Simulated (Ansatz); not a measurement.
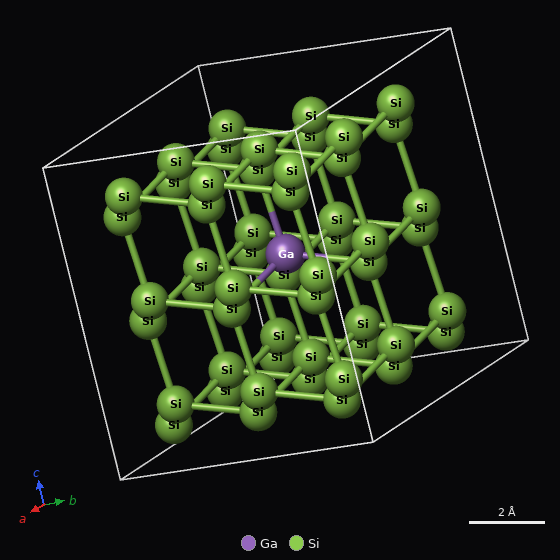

Ball-and-stick drawing of the structure, looking slightly off an axis. Atoms at the boundary of the supercell (the box) are drawn once for each face, edge or corner they touch. The host is Si, in a cell of 54 sites, and the cell carries a charge of -1.

Name the defect and give its surroundings.

Answer. Gallium on a silicon site (a substitutional impurity). It is bonded to four Si in a tetrahedral arrangement at about 2.4 Å.

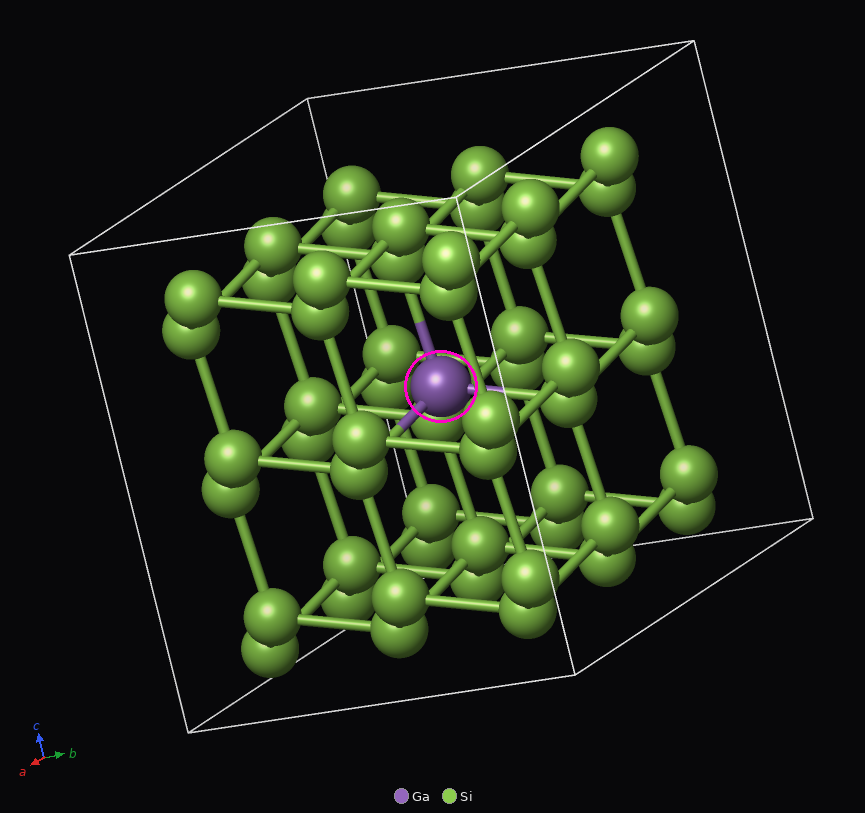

The same cell with a ring at the defect's site.

The atoms were relaxed in the host's cell with DFT PBE, scalar-relativistic, plane waves, PAW (Ansatz).
